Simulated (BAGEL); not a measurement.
# SiH3OF (SMILES O[SiH2]F): a chain of runs

Wanted: the energy (HF/def2-SVP), then a single-point energy (NEVPT2(2,2)/def2-SVP), then a single-point energy (CASPT2(2,2)/def2-SVP) of SiH3OF. 

The results are computed with BAGEL 1.2.2.

1 further run of the same task is left out (set aside as unsound or not needed).

**1. Starting point**

SiH3OF has 6 atoms, charge 0, and is taken as a singlet. As SMILES, `O[SiH2]F`. The O1–Si2 distance was set to 4.563 Å, away from the relaxed value. At this shape a bond of the SMILES string is far longer than usual.

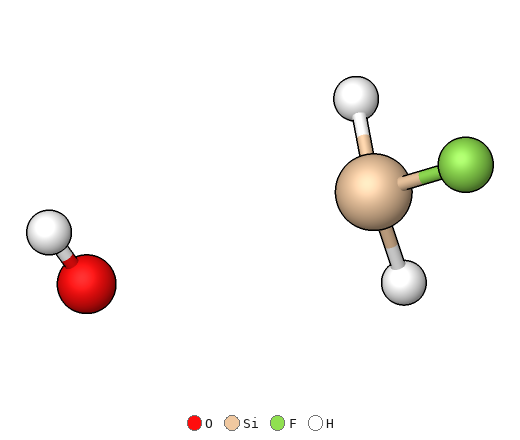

The structure, seen from a chosen angle (oxygen red, silicon light orange, fluorine green, hydrogen white).

**2. A single-point energy at HF/def2-SVP (density fitting with svp-jkfit) (run 1)**

Contents of hf.json:

```json
{ "bagel": [

{
  "title": "molecule",
  "basis": "svp",
  "df_basis": "svp-jkfit",
  "geometry": [
    { "atom": "O", "xyz": [ -5.80288784, -1.07529763, -5.31109984 ] },
    { "atom": "Si", "xyz": [  0.71488339, -0.01757445,  0.23413707 ] },
    { "atom": "F", "xyz": [  0.34166248, -1.74383927,  2.67925370 ] },
    { "atom": "H", "xyz": [ -7.42937511, -0.39613006, -4.89819468 ] },
    { "atom": "H", "xyz": [  3.01524700, -0.86643943, -1.08810430 ] },
    { "atom": "H", "xyz": [  0.86001436,  2.61840452,  1.16709485 ] }
  ]
},
{ "title": "hf" },
{ "title": "print", "file": "orbitals.molden", "orbitals": true }

]}
```

Launch:

```sh
$ BAGEL_NUM_THREADS=1 BAGEL hf.json > hf.out
```

Log:

```text
* using 1 threads per process

  ===============================================================
  ===============================================================

  *** Geometry ***

  { "atom" : "O", "xyz" : [     -5.802888,     -1.075298,     -5.311100 ] },
  { "atom" : "Si", "xyz" : [      0.714883,     -0.017574,      0.234137 ] },
  { "atom" : "F", "xyz" : [      0.341662,     -1.743839,      2.679254 ] },
  { "atom" : "H", "xyz" : [     -7.429375,     -0.396130,     -4.898195 ] },
  { "atom" : "H", "xyz" : [      3.015247,     -0.866439,     -1.088104 ] },
  { "atom" : "H", "xyz" : [      0.860014,      2.618405,      1.167095 ] },

  Number of auxiliary basis functions:      336

  Since a DF basis is specified, we compute 2- and 3-index integrals:
    o Being stored without compression. Storage requirement is 0.010 GB

  Number of basis functions:       61
  Number of electrons      :       34

    * METHOD: MOLECULE                             0.07

  *** RHF ***

  === Nuclear Repulsion ===
    84.4769822093

      * DIIS with orbital gradients will be used.

  === RHF iteration (svp) ===
      0       -464.07780640          0.03425184           0.02
      1       -459.81404736          0.06666224           0.02
      2       -464.28748244          0.02214339           0.02
      3       -464.37296175          0.01492069           0.02
      4       -464.43700171          0.00599313           0.02
      5       -464.48129806          0.00332042           0.02
      6       -464.47607349          0.00787015           0.02
      7       -464.47681847          0.00775670           0.02
      8       -464.47804649          0.00746829           0.02
      9       -464.48263850          0.00632833           0.02
     10       -464.49430217          0.00039626           0.02
     11       -464.49434898          0.00003555           0.02
     12       -464.49434993          0.00001197           0.02
     13       -464.49435015          0.00000654           0.02
     14       -464.49435020          0.00000225           0.02
     15       -464.49435021          0.00000116           0.02
     16       -464.49435021          0.00000069           0.02
     17       -464.49435021          0.00000060           0.02
     18       -464.49435022          0.00000057           0.02
     19       -464.49435022          0.00000043           0.02
     20       -464.49435023          0.00000033           0.02
     21       -464.49435023          0.00000008           0.02
     22       -464.49435023          0.00000005           0.02
     23       -464.49435023          0.00000003           0.02
     24       -464.49435023          0.00000001           0.02
     25       -464.49435023          0.00000001           0.02
    * SCF iteration converged.

    * Permanent dipole moment:
           (   -1.915076,    -0.989392,    -1.619087) a.u.

    * METHOD: HF                                   0.50

    * METHOD: PRINT                                0.01

  ===============================================================
```

Run time: 0.82 s. Hardware: 1 thread of Arm Neoverse V2, shared host; peak memory 0.14 GiB.

**3. A single-point energy at NEVPT2(2,2)/def2-SVP (density fitting with svp-jkfit) (run 2)**

Contents of calc.json:

```json
{ "bagel": [

{
  "title": "molecule",
  "basis": "svp",
  "df_basis": "svp-jkfit",
  "geometry": [
    { "atom": "O", "xyz": [ -5.80288784, -1.07529763, -5.31109984 ] },
    { "atom": "Si", "xyz": [  0.71488339, -0.01757445,  0.23413707 ] },
    { "atom": "F", "xyz": [  0.34166248, -1.74383927,  2.67925370 ] },
    { "atom": "H", "xyz": [ -7.42937511, -0.39613006, -4.89819468 ] },
    { "atom": "H", "xyz": [  3.01524700, -0.86643943, -1.08810430 ] },
    { "atom": "H", "xyz": [  0.86001436,  2.61840452,  1.16709485 ] }
  ]
},
{
  "title": "hf"
},
{
  "title": "nevpt2",
  "nstate": 1,
  "nact": 2,
  "nclosed": 16,
  "active": [17, 18],
  "maxiter": 200,
  "natocc": true,
  "ncore": 7
},
{
  "title": "print",
  "file": "orbitals.molden",
  "orbitals": true
}

]}
```

Launch:

```sh
$ BAGEL_NUM_THREADS=1 BAGEL calc.json > calc.out
```

Log:

```text
* using 1 threads per process

  ===============================================================
  ===============================================================

  *** Geometry ***

  { "atom" : "O", "xyz" : [     -5.802888,     -1.075298,     -5.311100 ] },
  { "atom" : "Si", "xyz" : [      0.714883,     -0.017574,      0.234137 ] },
  { "atom" : "F", "xyz" : [      0.341662,     -1.743839,      2.679254 ] },
  { "atom" : "H", "xyz" : [     -7.429375,     -0.396130,     -4.898195 ] },
  { "atom" : "H", "xyz" : [      3.015247,     -0.866439,     -1.088104 ] },
  { "atom" : "H", "xyz" : [      0.860014,      2.618405,      1.167095 ] },

  Number of auxiliary basis functions:      336

[... 21 lines left out ...]
    * SCF iteration converged.
[... 1 line left out ...]
    * Permanent dipole moment:
[... 28 lines left out ...]
    * Second-order optimization converged. *

     guess   0:   closed 1.                   open ..

  === FCI iteration ===

      0  0      -464.45620739     1.25e-01      0.00
      1  0      -464.67069856     3.97e-02      0.00
      2  0 *    -464.68610654     3.28e-16      0.00

     * ci vector, state   0, <S^2> = 0.0000
       2.     0.7234282915
       .2    -0.6903995271

  === DF-NEVPT2 calculation ===

    * 3-index integral transformation done
    * assembly done

      NEVPT2 correlation energy:   -0.4226082836      0.06

          (+0)     -0.3466606363
          (+0)'    -0.0104419351
          (+1)     -0.0159676720
          (+1)'    -0.0000000000
          (+2)     -0.0000047815
          (-1)     -0.0495239820
          (-1)'     0.0000000000
          (-2)     -0.0000092768

      NEVPT2 total energy:       -465.1087148198

    * METHOD: NEVPT2                               2.26

    * METHOD: PRINT                                0.01

  ===============================================================
```

Run time: 3.3 s. Hardware: 1 thread of Arm Neoverse V2, shared host; peak memory 0.14 GiB.

**4. The energy at CASPT2(2,2)/def2-SVP (density fitting with svp-jkfit) (run 3)**

Contents of input.json:

```json
{ "bagel": [

{
  "title": "molecule",
  "basis": "svp",
  "df_basis": "svp-jkfit",
  "geometry": [
    { "atom": "O", "xyz": [ -5.80288784, -1.07529763, -5.31109984 ] },
    { "atom": "Si", "xyz": [  0.71488339, -0.01757445,  0.23413707 ] },
    { "atom": "F", "xyz": [  0.34166248, -1.74383927,  2.67925370 ] },
    { "atom": "H", "xyz": [ -7.42937511, -0.39613006, -4.89819468 ] },
    { "atom": "H", "xyz": [  3.01524700, -0.86643943, -1.08810430 ] },
    { "atom": "H", "xyz": [  0.86001436,  2.61840452,  1.16709485 ] }
  ]
},
{ "title": "hf" },
{ "title": "casscf", "nstate": 1, "nact": 2, "nclosed": 16, "active": [17, 18], "maxiter": 200, "natocc": true },
{ "title": "print", "file": "orbitals.molden", "orbitals": true },
{ "title": "smith", "method": "caspt2", "ms": true, "xms": true, "sssr": true, "shift": 0.2, "shift_imag": true, "ncore": 7 }

]}
```

Launch:

```sh
$ BAGEL_NUM_THREADS=1 BAGEL input.json > input.out
```

Log:

```text
* using 1 threads per process

  ===============================================================
  ===============================================================

  *** Geometry ***

  { "atom" : "O", "xyz" : [     -5.802888,     -1.075298,     -5.311100 ] },
  { "atom" : "Si", "xyz" : [      0.714883,     -0.017574,      0.234137 ] },
  { "atom" : "F", "xyz" : [      0.341662,     -1.743839,      2.679254 ] },
  { "atom" : "H", "xyz" : [     -7.429375,     -0.396130,     -4.898195 ] },
  { "atom" : "H", "xyz" : [      3.015247,     -0.866439,     -1.088104 ] },
  { "atom" : "H", "xyz" : [      0.860014,      2.618405,      1.167095 ] },

  Number of auxiliary basis functions:      336

[... 21 lines left out ...]
    * SCF iteration converged.
[... 1 line left out ...]
    * Permanent dipole moment:
[... 27 lines left out ...]
    * Second-order optimization converged. *
[... 9 lines left out ...]
     * ci vector, state   0, <S^2> = 0.0000
[... 16 lines left out ...]
    * Zeroth order energy : state  0       -0.3777617914
[... 4 lines left out ...]
       #      aibj      arbs      arbi      airj      risj      airs      arst      rist         Etot      error   time
[... 2 lines left out ...]
       0  -0.34571  -0.00001  -0.05427  -0.01747  -0.00001  -0.01029   0.00000   0.00000   -0.4277557  0.0006090   0.03
       1  -0.34572  -0.00001  -0.05432  -0.01747  -0.00001  -0.01032  -0.00000   0.00000   -0.4278533  0.0000470   0.02
       2  -0.34572  -0.00001  -0.05432  -0.01747  -0.00001  -0.01032  -0.00000  -0.00000   -0.4278540  0.0000041   0.02
       3  -0.34572  -0.00001  -0.05432  -0.01747  -0.00001  -0.01032  -0.00000  -0.00000   -0.4278540  0.0000005   0.02

      ------------------------------------------------------------------------------------------------------------------

    * CASPT2 energy : state  0     -465.1154466135
        w/o shift correction       -465.1139605214
        reference weight              0.8990768681

    * METHOD: SMITH                                0.16

  ===============================================================
```

It took 3.3 s on 1 thread of Arm Neoverse V2, shared host; peak memory 0.14 GiB.

**5. Summary of results**

| quantity | value |
| --- | --- |
| run 1, HF/def2-SVP: total energy | -464.49435 Eh |
| run 1, HF/def2-SVP: dipole moment | 6.85 D |
| run 1, HF/def2-SVP: HOMO energy | -7.02 eV |
| run 1, HF/def2-SVP: LUMO energy | -2.97 eV |
| run 1, HF/def2-SVP: HOMO–LUMO gap | 4.05 eV |
| run 2, NEVPT2(2,2)/def2-SVP: total energy | -465.10871 Eh |
| run 3, CASPT2(2,2)/def2-SVP: total energy | -465.11545 Eh |

**Reading.** One bond (run 1, HF/def2-SVP) is far stretched, which a spin-restricted single reference describes badly; a broken-symmetry solution may lie lower.
